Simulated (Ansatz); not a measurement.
Consider CuI in the zinc blende structure (space group F-43m, No. 216; a = 6.023 Å). Axes: x, y, z lie along the cube axes.

The change: a pure shear with ε_xy = ε_yx = 0.0057; the atoms relax in the strained cell.

Level of theory: plane-wave PAW DFT at the r2SCAN level (Ansatz, a first-principles code, 500 eV), scalar-relativistic without spin-orbit coupling.

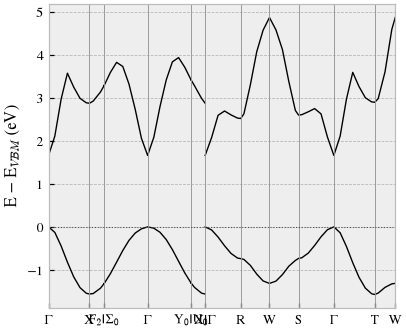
Figure: Highest valence and lowest conduction band along the path of the changed cell's own zone

Task: From the figure, how large is the changed gap, and is it direct?

Result: About 1.7 eV, direct at Γ.

Spin-orbit coupling, missing from the scalar runs, can matter with I. No phonon test of stability was made. All final runs are without spin polarisation. Labels are those of the standard path for the cell's own space group.
